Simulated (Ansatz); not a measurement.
Input

```
crystal:
  periodic: [false, false, false]
  atoms:
    - {symbol: Br, position_ang: [-2.619590, 0.093757, -0.291486]}
    - {symbol: Si, position_ang: [-0.454702, 0.213608, -0.620341]}
    - {symbol: C, position_ang: [0.727357, -0.090752, 0.697252]}
    - {symbol: O, position_ang: [0.445610, -1.132664, -0.330645]}
    - {symbol: H, position_ang: [-0.187274, 0.970957, -1.854171]}
    - {symbol: H, position_ang: [1.755255, 0.262971, 0.663930]}
    - {symbol: H, position_ang: [0.394744, -0.385876, 1.689762]}
basis:
  gaussian: {orbitals: def2-TZVPP}
hamiltonian: {xc: pbe0, dispersion: d4}
output: {orbitals: {seedname: orbitals}}
```

Command:

```sh
ansatz run in.yaml --threads 2 --pin off --events-out ev --progress --plain --max-ram 4352MiB
```

Geometry: PBE0-D4/def2-TZVP.

Method: RKS PBE0-D4/def2-TZVPP in Ansatz.

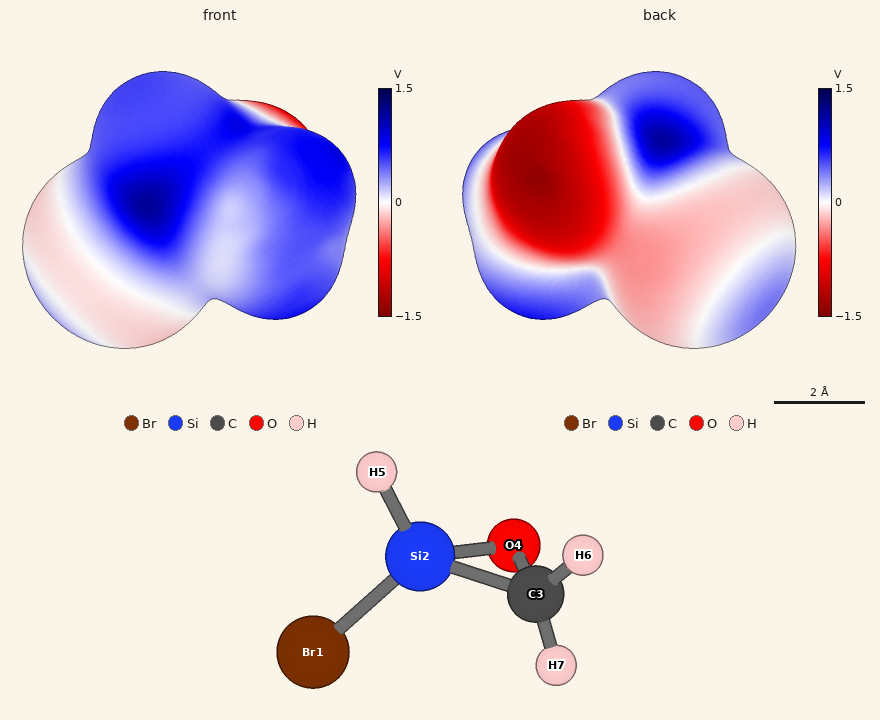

CH₃BrOSi. The electrostatic potential painted on the density surface at 0.001 e/bohr³, seen from the front and from behind; the colour scale runs from red (negative) to blue (positive). The bare structure is drawn below in the same view.

Where is the surface potential most negative and most positive?

Answer. The most negative region (about −1.3 V) lies over O4, the most positive (about +1.1 V) over Si2. Br1 shows a σ-hole: about +0.4 V at the tip opposite its bond, against about −0.1 V on its flanks. O4 is the likeliest acceptor of a hydrogen bond.
